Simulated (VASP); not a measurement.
Band structure of HfC (rock salt). Level of theory: vdW-DF2, VASP's PBE PAW potentials (set 64) (plane waves; VASP).

Unless said otherwise, spin-orbit coupling is left out, though it shifts the bands of the heavy elements here.

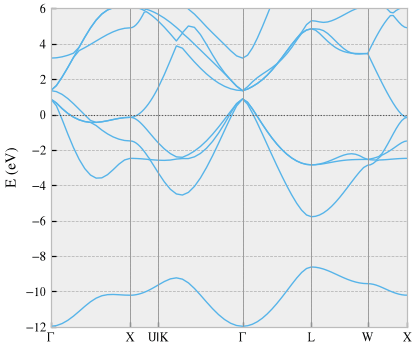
Fig. 1. Bands along high-symmetry lines, zero at the valence-band maximum or, without a gap, the Fermi level

**Question.** Read the plot: is there a gap, and where are the band edges?

**Answer.** It has no gap at this level: it comes out as a metal or semimetal. (Edges off the drawn lines would not show.)

The compound is HfC in the rock salt structure. It was relaxed first, which changed the volume by +6 %.
